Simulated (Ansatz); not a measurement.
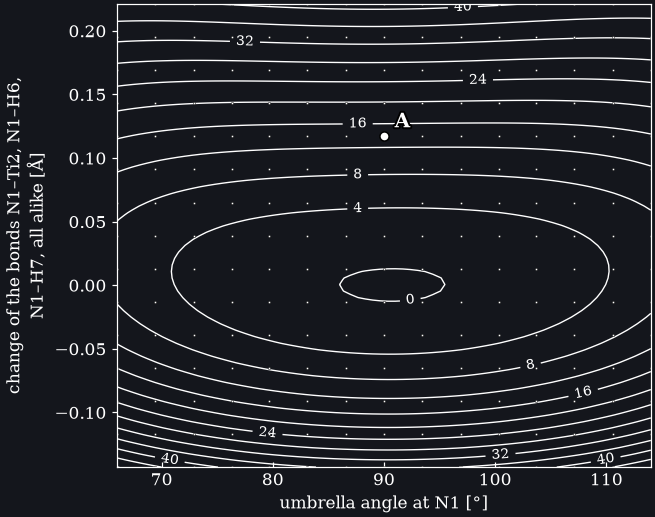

ClFH3NOTi, SMILES [NH2][Ti]([OH])([F])[Cl]. Coordinates scanned: (1) umbrella angle at N1 (between each of its bonds and their common axis; 90 is planar); (2) change of the bonds N1–Ti2, N1–H6, N1–H7, all alike. Nothing is relaxed (all other coordinates rigid). Grid: 15 × 15 points. Points are written as (first, second). Energies: kcal/mol, counted from the lowest grid point. Level of theory: Ansatz, RKS SPW92 (LDA)/def2-SVP.

The picture shows contour lines labelled in kcal/mol, dots at the grid points, the point A. Between grid points the surface is interpolated.

Which way does the force act at A, and how strong is it?

Answer. A, at (90.0°, 0.117 Å), is not a stationary point. The computed force is nearly zero along the first coordinate and 210 kcal/mol for each Å towards smaller values of the second coordinate.
